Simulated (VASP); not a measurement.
Consider the following.

```xyz
2
Lattice="0.0000 2.4483 2.4483 2.4483 0.0000 2.4483 2.4483 2.4483 0.0000" Properties=species:S:1:pos:R:3 pbc="T T T"
Ca     0.0000     0.0000     0.0000
O      2.4483     2.4483     2.4483
```

Calculation: RPBE GGA, VASP's PBE PAW potentials (set 64) (plane waves; VASP). Run with 520 eV cut-off, 10×10×10 Γ-centred mesh, tetrahedra with Blöchl corrections, potentials Ca_sv O.

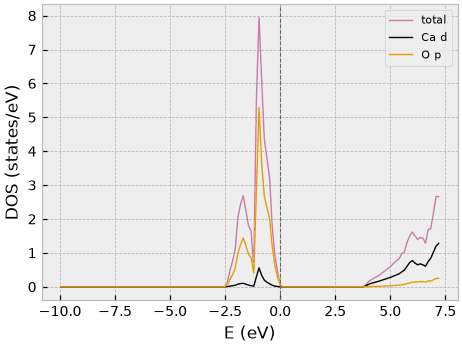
Figure: Total and projected density of states, zero at the valence-band maximum

Within 2 eV below the valence-band maximum the largest weight inside VASP's projection spheres is O p.

The gap is indirect, 3.75 eV, from the valence maximum at Γ to the conduction minimum at X.

The compound is CaO in the rock salt structure. It was relaxed first, which changed the volume by +5 %.
